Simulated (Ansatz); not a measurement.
Input file:

```
crystal:
  lattice:
    - [5.4843937826, 0.0, 0.0]
    - [-2.7421968913, 4.7496243401, 0.0]
    - [0.0, 0.0, 6.9345278721]
  atoms:
    - { symbol: Sr, position: [0.3333333333, 0.6666666667, 0.7617932742] }
    - { symbol: Sr, position: [0.3333333333, 0.6666666667, 0.2382067258] }
    - { symbol: Sr, position: [0.6666666667, 0.3333333333, 0.2382067258] }
    - { symbol: Sr, position: [0.6666666667, 0.3333333333, 0.7617932742] }
    - { symbol: Ag, position: [0.0, 0.0, 0.5] }
    - { symbol: Ru, position: [0.0, 0.0, 0.0] }
basis:
  ecutwfc: 420
kpoints:
  mp_grid: { grid: [12, 12, 6] }
hamiltonian:
  xc: pbe
scf:
  occupations: { method: gaussian, width: 0.1 }
output:
  forces: true
  stress: true
  eigenvalues: true
  write_density: true
  write_potential: true
  elf: true
  volumetric_format: npy
relax:
  adjacent_minimum: "off"
  f_tol: 0.01
  max_steps: 80
  cell: { stress_tol: 0.05 }
```

Command:

```sh
ansatz run input.yaml --threads 1 --pin off --max-ram 2560MiB --backend cpu --events-out ev --progress --plain --runs-dir out
```

Below, planes, directions and counts refer to the conventional cell (a = 5.47 Å, b = 5.47 Å, c = 6.95 Å, α = 90.00°, β = 90.00°, γ = 120.00°).

The fields are those of the run's last geometry, not of the input's.

Space group P6/mmm; a structure generated by program, which may or may not match a known phase; computed without spin polarisation.

All numbers below come from DFT PBE, scalar-relativistic, plane waves, PAW in Ansatz 0.2.0.

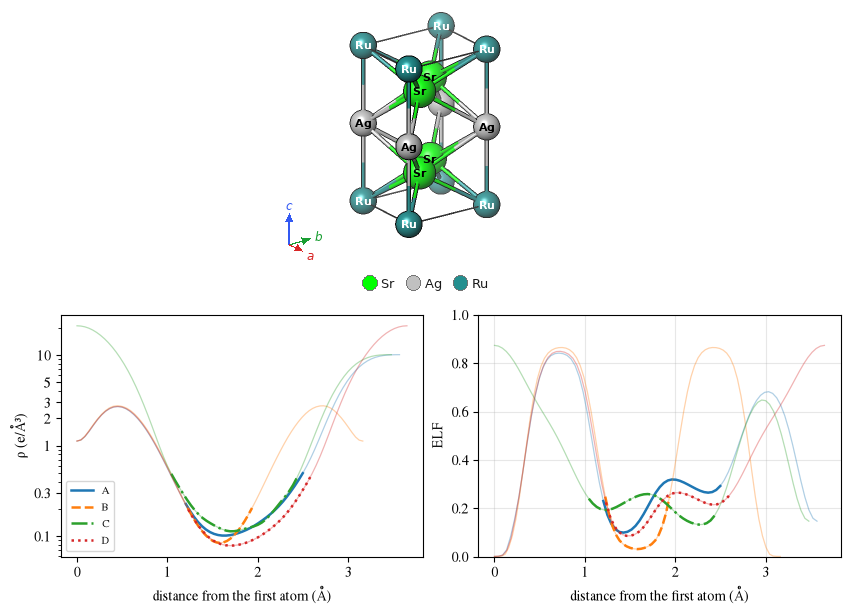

Sr4AgRu. Valence electron density and electron localisation function along straight lines between neighbouring atoms. Thin, pale parts lie inside the atomic spheres. The structure is drawn too.

The density is the valence pseudo-density of a PAW calculation; it isn't the true density close to the nuclei.

> Which curve belongs to which contact (Ag–Ru, Sr–Ag, Sr–Ru and Sr–Sr)? The first atom named is at distance zero.

Curve A: Sr–Ru (3.57 Å): ρ at the midpoint is about 0.11 e/Å³; the ELF is about 0.25 at the midpoint; no localised pair shows between them. Curve B: Sr–Sr (3.16 Å): the density is about 0.08 e/Å³ at the midpoint; the ELF is about 0.05 at the midpoint (no shared electron pair shows on this line). Curve C: Ag–Ru (3.48 Å): ρ at the midpoint is about 0.11 e/Å³; the ELF is about 0.25 at the midpoint; no shared electron pair shows on this line. Curve D: Sr–Ag (3.65 Å): ρ is about 0.08 e/Å³ halfway; the ELF is about 0.20 at the midpoint (no shared electron pair shows on this line).
